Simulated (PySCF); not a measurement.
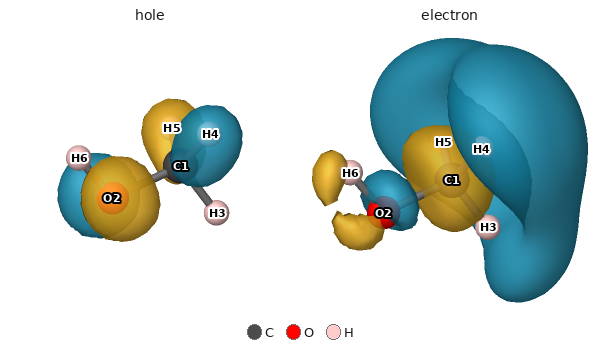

CH$_{4}$O, SMILES `CO`. Leading natural transition orbital pair of T₂ (TDA triplet states); the surfaces enclose about 70 % of each orbital's density.

Level of theory: PBE0/def2-TZVP (PySCF), at a geometry from GFN2-xTB. No frequency check shows the geometry to be a minimum. Without diffuse functions Rydberg states are missing, so the states' numbers hold for this basis only.

The calculation's input:

```python
import numpy as np
from pyscf import gto, scf, dft, tdscf
from pyscf.scf import atom_ks, atom_hf
from scipy.linalg import block_diag

def solve(mol, dm0=None, hcore=None):
    mf = (dft.UKS if mol.spin else dft.RKS)(mol, xc='pbe0')
    mf.grids.level = 3
    mf = mf.density_fit(auxbasis='def2-universal-jkfit')
    mf.conv_tol, mf.max_cycle = 1e-8, 80
    if hcore is not None:
        mf.get_hcore = lambda *args: hcore
    mf.kernel(dm0)
    if not mf.converged:
        mf = mf.newton().run(mf.mo_coeff, mf.mo_occ, max_cycle=30)
    assert mf.converged, 'SCF not converged'
    return mf

mol = gto.M(atom='''
C      0.65974     0.02003     0.00005
O     -0.73925    -0.12279    -0.00003
H      1.07340    -0.98663    -0.00620
H      1.01375     0.54364     0.89459
H      1.01270     0.55443    -0.88887
H     -1.14427     0.75073     0.00042
''', basis='def2-tzvp', charge=0, spin=0, verbose=4)
mf = solve(mol)
td = mf.TDA()
td.nstates, td.singlet, td.conv_tol = 6, False, 1e-5
td.kernel()
td.analyze()
x, y = np.array([p[0] for p in td.xy]), np.array([p[1] + 0 * p[0] for p in td.xy])
f, mu = np.zeros(len(td.e)), np.zeros((len(td.e), 3))
nto = [td.get_nto(state=i + 1, verbose=4) for i in range(len(td.e))]
# spherically averaged free atoms, for the promolecule
atm = atom_ks.get_atm_nrks(mol, xc='pbe0')
pro = block_diag(*[(atm[a[0]][2] * atm[a[0]][3]) @ atm[a[0]][2].T for a in mol._atom])
np.savez('result.npz', e=td.e, f=f, ok=td.converged, w=[n[0] for n in nto], nto=[n[1] for n in nto], x=x, y=y, c=mf.mo_coeff, occ=mf.mo_occ, eps=mf.mo_energy, pro=pro, mu=mu)
```

Command:

```sh
OMP_NUM_THREADS=1 python input.py
```

The run took 25 s on 1 thread of AMD EPYC 7R43 64-Core Processor (Zen 3) (shared host), peak memory 0.45 GiB.

Where does the state lie, and where do hole and electron sit?

Answer. 8.25 eV (150 nm), spin-forbidden from the singlet ground state, partly diffuse acceptor orbital, which a basis without diffuse functions describes poorly; the leading pair carries 99 %; hole on O2 (59 %), C1 (17 %) and H4 and H5 (9 % each), electron on C1 (26 %), H4 and H5 (25 % each) and H3 (14 %) (atom shares of so diffuse an orbital are rough); their centroids lie 1.4 Å apart. In canonical orbitals it is mainly HOMO → LUMO+1 (91 %). The HOMO–LUMO gap is 8.95 eV.
